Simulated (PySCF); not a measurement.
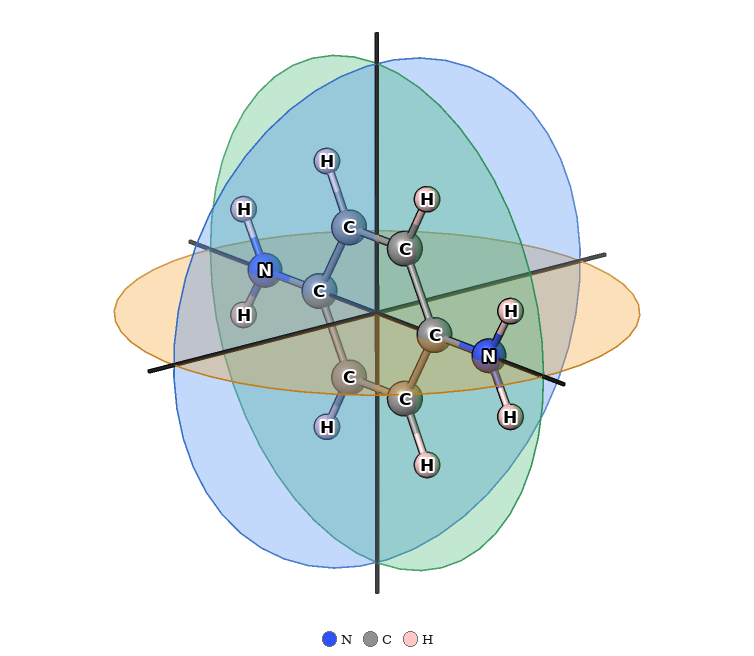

All proper rotation axes (lines) and mirror planes (discs) of the structure are drawn in. Atoms fade into the background with distance from the viewer. Charge +1, doublet. The geometry was computed by an optimisation with PBE0-D3(BJ)/def2-SVP. No frequency run is at hand to confirm it as a minimum.

> What is the order of each axis, and which point group results?

It has 3 C2 axes, 3 mirror planes and a centre of inversion. Point group D2h. The group has 8 operations. The geometry is achiral, and symmetry forbids a dipole moment.
